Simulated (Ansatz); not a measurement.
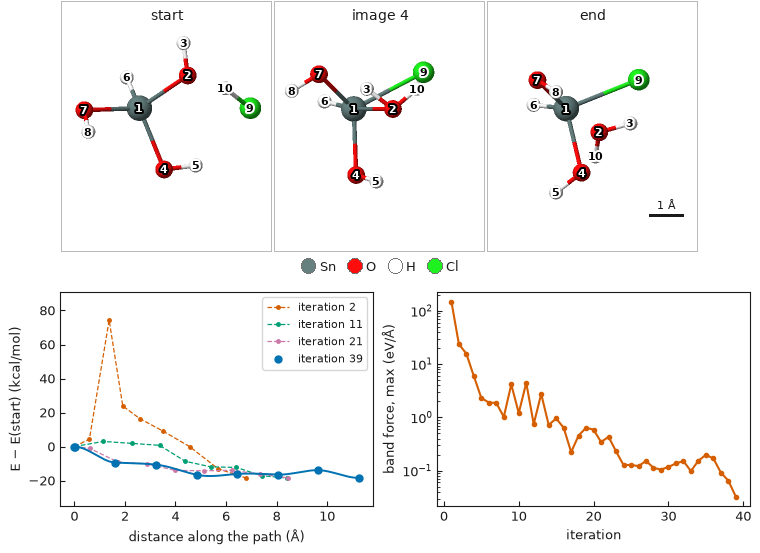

NEB run on SnH5O3Cl. Images are numbered from 0 (start) to 8 (end). The plot follows the band through its iterations. The picture is a ball-and-stick view, seen at a tilt.

The calculation used RKS PBE/def2-SVP in Ansatz. Set-up: 7 movable images; climbing image; force threshold 0.05 eV/Å; iteration limit 60; starting path through a guess of the saddle point.

### Did the band converge, and can the barrier be trusted?

The run is converged, with reservations. The band converged in 39 iterations. The largest component of the band force went from 150 to 0.033 eV/Å. The first iteration put the highest image at 538.5 kcal/mol. No barrier shows: the energy is highest at the start, and the end lies 18.4 kcal/mol below the start.

The run took 4.9 min on 4 threads of Arm Neoverse V2, on a shared host, peak memory 0.17 GiB.
